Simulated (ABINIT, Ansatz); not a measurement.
# Quasiparticle gap of ZnS2 (Pa-3) in ABINIT

Aim: the G0W0 gap of ZnS2 (Pa-3) on LDA, step by step.

Program: ABINIT 10.8.3. Level of theory: LDA and many-body steps on it, plane waves. Results are calculated unless marked as measured.

## Step 1: The structure

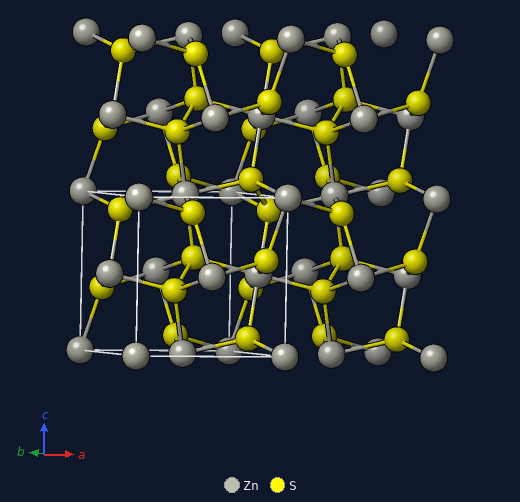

Start, viewed slightly off an axis; zinc light grey, sulfur yellow. 2×1×2 cells are drawn. Bonds to atoms that aren't drawn are left out. Some periodic images of atoms are drawn too.

The cell and positions are those that the Materials Project relaxed with its own functionals (PBE, PBE+U or r2SCAN), kept fixed.

## Step 2: Ground state

This step: ABINIT 10.8.3; DFT, LDA, plane waves, norm-conserving pseudopotentials.

The ground-state density comes first.

run.abi

```
acell 3*1.0 Angstrom
rprim 
  5.945430460000 0.000000000000 0.000000000000
  0.000000000000 5.945430460000 0.000000000000
  0.000000000000 0.000000000000 5.945430460000
ntypat 2
znucl 30 16
natom 12
typat 1 1 1 1 2 2 2 2 2 2 2 2
xred 
  0.500000000000 0.500000000000 0.000000000000
  0.500000000000 0.000000000000 0.500000000000
  0.000000000000 0.500000000000 0.500000000000
  0.000000000000 0.000000000000 0.000000000000
  0.100246390000 0.899753610000 0.399753610000
  0.899753610000 0.399753610000 0.100246390000
  0.399753610000 0.100246390000 0.899753610000
  0.600246390000 0.600246390000 0.600246390000
  0.899753610000 0.100246390000 0.600246390000
  0.100246390000 0.600246390000 0.899753610000
  0.600246390000 0.899753610000 0.100246390000
  0.399753610000 0.399753610000 0.399753610000
pp_dirpath "pseudos"
pseudos "Zn.upf, S.upf"
ecut 30
ngkpt 4 4 4
nshiftk 1
shiftk 0 0 0
kptopt 1
chksymbreak 0
nband 74
occopt 1
tolvrs 1e-08
nstep 60
prtwf 0
optforces 0
optstress 0
indata_prefix "in"
outdata_prefix "out"
tmpdata_prefix "tmp"
```

Command:

```sh
> OMP_NUM_THREADS=1 mpirun -n 11 abinit run.abi > log
```

Numbers of over 12 decimals in the logs are rounded to 6 here.

The program printed:

```text
.Version 10.8.3 of ABINIT. v10.8.2 released Aug 2026.

 Symmetries : space group Pa -3 (#205); Bravais cP (primitive cubic)
================================================================================
 Values of the parameters that define the memory need of the present run
     intxc =       0    ionmov =       0      iscf =       7    lmnmax =       6
     lnmax =       6     mgfft =      60  mpssoang =       3    mqgrid =    3001
     natom =      12  nloc_mem =       1    nspden =       1   nspinor =       1
    nsppol =       1      nsym =      24    n1xccc =    2501    ntypat =       2
    occopt =       1   xclevel =       1
-    mband =          74        mffmem =           1         mkmem =           1
       mpw =       11176          nfft =      216000          nkpt =          11
================================================================================
  Rough estimation (10% accuracy) of disk space for files :
================================================================================

--------------------------------------------------------------------------------
------------- Echo of variables that govern the present computation ------------
--------------------------------------------------------------------------------
 -outvars: echo values of preprocessed input variables --------
            acell      1.8897261259E+00  1.8897261259E+00  1.8897261259E+00 Bohr

      chksymbreak           0
             ecut      3.00000000E+01 Hartree
-          fftalg         312

              ixc       -1012
              kpt      0.00000000E+00  0.00000000E+00  0.00000000E+00
                       2.50000000E-01  0.00000000E+00  0.00000000E+00
                       5.00000000E-01  0.00000000E+00  0.00000000E+00
                       2.50000000E-01  2.50000000E-01  0.00000000E+00
                       5.00000000E-01  2.50000000E-01  0.00000000E+00
                       2.50000000E-01  5.00000000E-01  0.00000000E+00
                       5.00000000E-01  5.00000000E-01  0.00000000E+00
                       2.50000000E-01  2.50000000E-01  2.50000000E-01
                       5.00000000E-01  2.50000000E-01  2.50000000E-01
                       5.00000000E-01  5.00000000E-01  2.50000000E-01
                       5.00000000E-01  5.00000000E-01  5.00000000E-01
         kptrlatt        4    0    0      0    4    0      0    0    4
          kptrlen      4.49409411E+01
P           mkmem           1
            natom          12
            nband          74
            ngfft          60      60      60
             nkpt          11
            nstep          60
             nsym          24
           ntypat           2
              occ      2.000000  2.000000  2.000000  2.000000  2.000000  2.000000
                       2.000000  2.000000  2.000000  2.000000  2.000000  2.000000
                       2.000000  2.000000  2.000000  2.000000  2.000000  2.000000
                       2.000000  2.000000  2.000000  2.000000  2.000000  2.000000
                       2.000000  2.000000  2.000000  2.000000  2.000000  2.000000
                       2.000000  2.000000  2.000000  2.000000  2.000000  2.000000
                       2.000000  2.000000  2.000000  2.000000  2.000000  2.000000
                       2.000000  2.000000  2.000000  2.000000  2.000000  2.000000
                       2.000000  2.000000  2.000000  2.000000  2.000000  2.000000
                       2.000000  2.000000  2.000000  2.000000  2.000000  2.000000
                       2.000000  2.000000  2.000000  2.000000  0.000000  0.000000
                       0.000000  0.000000  0.000000  0.000000  0.000000  0.000000
                       0.000000  0.000000
        optforces           0
        optstress           0
            prtwf           0
            rprim      5.9454304600E+00  0.0000000000E+00  0.0000000000E+00
[...]
spgroup         205

           tolvrs      1.00000000E-08

             xred      5.0000000000E-01  5.0000000000E-01  0.0000000000E+00
[...]
znucl       30.00000   16.00000

================================================================================

 chkinp: Checking input parameters for consistency.

================================================================================
== DATASET  1 ==================================================================
-   mpi_nproc: 11, omp_nthreads: 1 (-1 if OMP is not activated)

--- !DatasetInfo
iteration_state: {dtset: 1, }
dimensions: {natom: 12, nkpt: 11, mband: 74, nsppol: 1, nspinor: 1, nspden: 1, mpw: 11176, }
cutoff_energies: {ecut:  30.0, pawecutdg:  -1.0, }
electrons: {nelect:   1.28000000E+02, charge:   0.00000000E+00, occopt:   1.00000000E+00, tsmear:   1.00000000E-02, }

 Real(R)+Recip(G) space primitive vectors, cartesian coordinates (Bohr,Bohr^-1):
 R(1)= 11.2352353  0.0000000  0.0000000  G(1)=  0.0890057  0.0000000  0.0000000
 R(2)=  0.0000000 11.2352353  0.0000000  G(2)=  0.0000000  0.0890057  0.0000000
 R(3)=  0.0000000  0.0000000 11.2352353  G(3)=  0.0000000  0.0000000  0.0890057
 Unit cell volume ucvol=  1.4182295E+03 bohr^3
 Angles (23,13,12)=  9.00000000E+01  9.00000000E+01  9.00000000E+01 degrees

 getcut: wavevector=  0.0000  0.0000  0.0000  ngfft=  60  60  60
         ecut(hartree)=     30.000   => boxcut(ratio)=   2.16592

[...]
--- !BeginCycle
iteration_state: {dtset: 1, }
solver: {iscf: 7, nstep: 60, nline: 4, wfoptalg: 0, }
tolerances: {tolvrs: 1.00E-08, }

     iter   Etot(hartree)      deltaE(h)  residm     vres2
 ETOT  1  -897.06077851399    -8.971E+02 2.233E-01 5.456E+04
 ETOT  2  -899.44575833838    -2.385E+00 1.002E-01 1.088E+05
 ETOT  3  -920.63875674473    -2.119E+01 4.996E-02 1.507E+04
 ETOT  4  -922.93061247560    -2.292E+00 1.161E-01 5.985E+03
 ETOT  5  -923.63568284534    -7.051E-01 1.437E-02 2.652E+03
 ETOT  6  -923.92530997789    -2.896E-01 9.250E-03 1.306E+03
 ETOT  7  -924.15375988058    -2.284E-01 4.959E-03 2.370E+02
 ETOT  8  -924.20392968533    -5.017E-02 1.736E-03 9.734E+00
 ETOT  9  -924.20644337305    -2.514E-03 8.441E-04 7.178E-01
 ETOT 10  -924.20663811965    -1.947E-04 1.332E-03 1.089E-02
 ETOT 11  -924.20664469232    -6.573E-06 2.973E-04 2.325E-04
 ETOT 12  -924.20664474077    -4.845E-08 3.308E-04 5.612E-05
 ETOT 13  -924.20664476828    -2.751E-08 1.152E-04 4.726E-06
 ETOT 14  -924.20664476959    -1.314E-09 2.175E-04 5.852E-07
 ETOT 15  -924.20664476971    -1.144E-10 2.050E-04 4.100E-10

 At SCF step   15       vres2   =  4.10E-10 < tolvrs=  1.00E-08 =>converged.

--- !ResultsGS
iteration_state: {dtset: 1, }
comment   : Summary of ground state results
lattice_vectors:
- [ 11.2352353,   0.0000000,   0.0000000, ]
- [  0.0000000,  11.2352353,   0.0000000, ]
- [  0.0000000,   0.0000000,  11.2352353, ]
lattice_lengths: [  11.23524,   11.23524,   11.23524, ]
lattice_angles: [ 90.000,  90.000,  90.000, ] # degrees, (23, 13, 12)
lattice_volume:   1.4182295E+03
convergence: {deltae: -1.144E-10, res2:  4.100E-10, residm:  2.050E-04, diffor:  0.000E+00, }
etotal    :  -9.24206645E+02
entropy   :   0.00000000E+00
fermie    :   2.09772204E-01
cartesian_stress_tensor: null
pressure_GPa: null
xred      :
- [  5.0000E-01,   5.0000E-01,   0.0000E+00, Zn]
- [  5.0000E-01,   0.0000E+00,   5.0000E-01, Zn]
- [  0.0000E+00,   5.0000E-01,   5.0000E-01, Zn]
- [  0.0000E+00,   0.0000E+00,   0.0000E+00, Zn]
- [  1.0025E-01,   8.9975E-01,   3.9975E-01,  S]
- [  8.9975E-01,   3.9975E-01,   1.0025E-01,  S]
- [  3.9975E-01,   1.0025E-01,   8.9975E-01,  S]
- [  6.0025E-01,   6.0025E-01,   6.0025E-01,  S]
- [  8.9975E-01,   1.0025E-01,   6.0025E-01,  S]
- [  1.0025E-01,   6.0025E-01,   8.9975E-01,  S]
- [  6.0025E-01,   8.9975E-01,   1.0025E-01,  S]
- [  3.9975E-01,   3.9975E-01,   3.9975E-01,  S]
cartesian_forces: null
force_length_stats: {min: null, max: null, mean: null, }

 Integrated electronic density in atomic spheres:
 ------------------------------------------------
 Atom  Sphere_radius  Integrated_density
[...]
================================================================================

 ----iterations are completed or convergence reached----

 Mean square residual over all n,k,spin=   34.232E-08; max=  20.504E-05
 reduced coordinates (array xred) for   12 atoms
[...]
0.600246390000      0.600246390000      0.600246390000
       0.899753610000      0.100246390000      0.600246390000
       0.100246390000      0.600246390000      0.899753610000
       0.600246390000      0.899753610000      0.100246390000
       0.399753610000      0.399753610000      0.399753610000
 rms dE/dt=  0.0000E+00; max dE/dt=  0.0000E+00; dE/dt below (all hartree)
    1       0.000000000000      0.000000000000      0.000000000000
    2       0.000000000000      0.000000000000      0.000000000000
    3       0.000000000000      0.000000000000      0.000000000000
    4       0.000000000000      0.000000000000      0.000000000000
    5       0.000000000000      0.000000000000      0.000000000000
    6       0.000000000000      0.000000000000      0.000000000000
    7       0.000000000000      0.000000000000      0.000000000000
    8       0.000000000000      0.000000000000      0.000000000000
    9       0.000000000000      0.000000000000      0.000000000000
   10       0.000000000000      0.000000000000      0.000000000000
[...]
cartesian coordinates (angstrom) at end:
[...]
8      3.568723     3.568723     3.568723
    9      5.349423     0.596008     3.568723
   10      0.596008     3.568723     5.349423
   11      3.568723     5.349423     0.596008
   12      2.376707     2.376707     2.376707
 length scales=  1.889726125908  1.889726125908  1.889726125908 bohr
              =  1.000000000000  1.000000000000  1.000000000000 angstroms
 prteigrs : about to open file out_EIG
 Fermi (or HOMO) energy (hartree) =   0.20977   Average Vxc (hartree)=  -0.40304
 Eigenvalues (hartree) for nkpt=  11  k points:
 kpt#   1, nband= 74, wtk=  0.01563, kpt=  0.0000  0.0000  0.0000 (reduced coord)
  -4.40101   -4.40101   -4.40101   -4.40101   -2.72690   -2.72690   -2.72689   -2.72689
  -2.72689   -2.72683   -2.72683   -2.72683   -2.72672   -2.72665   -2.72665   -2.72665
  -0.38545   -0.34716   -0.34716   -0.34716   -0.21733   -0.21733   -0.21733   -0.19310
  -0.06547   -0.06547   -0.06547   -0.05568   -0.05568   -0.05568   -0.05541   -0.05541
  -0.04635   -0.04635   -0.04635   -0.04375   -0.04375   -0.04343   -0.04329   -0.04329
  -0.04329   -0.04232   -0.04232   -0.04232   -0.01657    0.00015    0.00015    0.00015
   0.00299    0.00299    0.00299    0.02699    0.02699    0.05281    0.05281    0.05281
   0.07824    0.07824    0.07824    0.18320    0.18320    0.18320    0.20977    0.20977
   0.27003    0.28781    0.31174    0.31174    0.31174    0.37967    0.37967    0.37975
   0.39422    0.39422
 prteigrs : prtvol=0 or 1, do not print more k-points.

--- !EnergyTerms
iteration_state     : {dtset: 1, }
comment             : Components of total free energy in Hartree
kinetic             :  3.99623452446713E+02
hartree             :  3.73601065647273E+02
xc                  : -1.13914084269617E+02
Ewald energy        : -4.73038603055052E+02
psp_core            :  1.58929907549223E+01
local_psp           : -9.46248778559128E+02
non_local_psp       : -1.80122687734821E+02
total_energy        : -9.24206644769709E+02
total_energy_eV     : -2.51489439819307E+04
band_energy         : -1.04313096432565E+02

== END DATASET(S) ==============================================================
================================================================================

 -outvars: echo values of variables after computation  --------
           etotal     -9.2420664477E+02
            nband          74
             nkpt          11
          spgroup         205
 [... the other variables as echoed above ...]

 Calculation completed.
```

The job ended after 60 s (11 MPI ranks of Arm Neoverse V2, shared host; peak memory 1.3 GiB).

This step gave:

| Property | Result |
| --- | --- |
| total energy | -25148.9440 eV |
| gap | 1.260 eV |
| k of the valence top | 0, 0, 0 |
| k of the conduction bottom | 0.25, 0.25, 0.25 |
| least direct gap | 1.640 eV |

The gap is indirect, with the least direct gap 0.38 eV higher.

[end of part 1 of 3]

[Paths, hosts, dates, memory and timing lines, banners, echoed tables and standing remarks are left out of the program output.]

[Logs are printed without paths, hosts, clocks, repeated set-up lines and the standing remarks that a program may print on its own settings, such as how far it seeks lower states.]

[Runs of the session that timed out or met a known fault of the program may be left out.]

[Hosts, paths, dates, database ids (printed as entryN), source tags and the programs' standing remarks are cut or masked in the printed files.]

[G0W0 gaps are taken among the corrected bands and points alone; a level outside them can change the order at an edge.]

[Where Ansatz stands beside ABINIT at settings called matched, ABINIT's density can come from a denser mesh and the files from another edition; pairs whose starting gaps differed by over 0.03 eV were left out, so agreement reads better than it is.]
